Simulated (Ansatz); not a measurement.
```xyz
6

Mg    1.4438    0.2870   -0.8616
O     0.0055    1.2302   -1.5056
Mg   -1.4392    0.7911   -0.4601
O    -1.6460   -0.3276    0.9818
Mg   -0.0045   -1.0782    1.3216
O     1.6405   -0.9025    0.5240
```

Geometry: PBE0-D4/def2-SVP.

The calculation used RKS PBE0-D4/def2-TZVP (Ansatz 0.2.0).

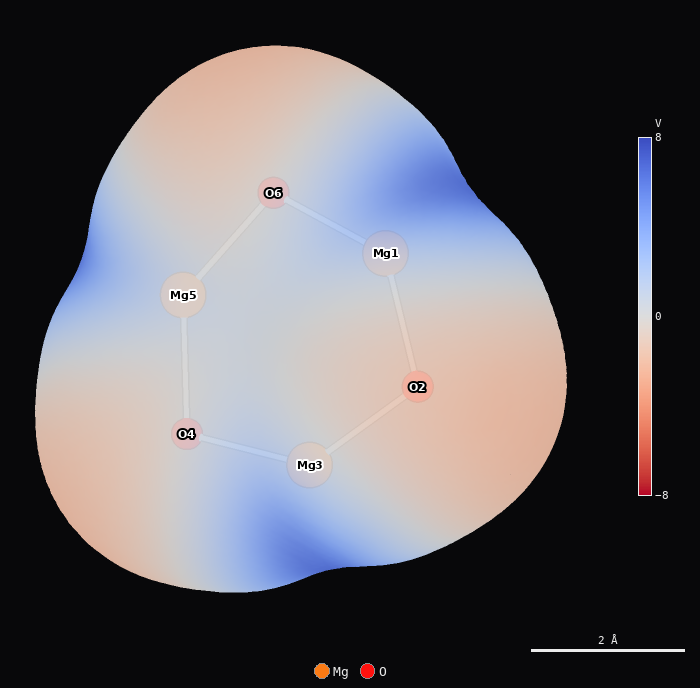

Mg3O3 ((MgO)3 ring). The electrostatic potential painted on the density surface at 0.001 e/bohr³, seen at a tilt; the colour scale runs from red (negative) to blue (positive).

Q: Which sites attract a positive test charge, and which a negative one?

A: A positive charge is drawn to the negative regions and a negative charge to the positive ones. The most negative region (about −2.1 V, or −48 kcal/mol for a unit charge) lies over O2, O4 and O6, the most positive (about +6.3 V, or +145 kcal/mol for a unit charge) over Mg1, Mg3 and Mg5.
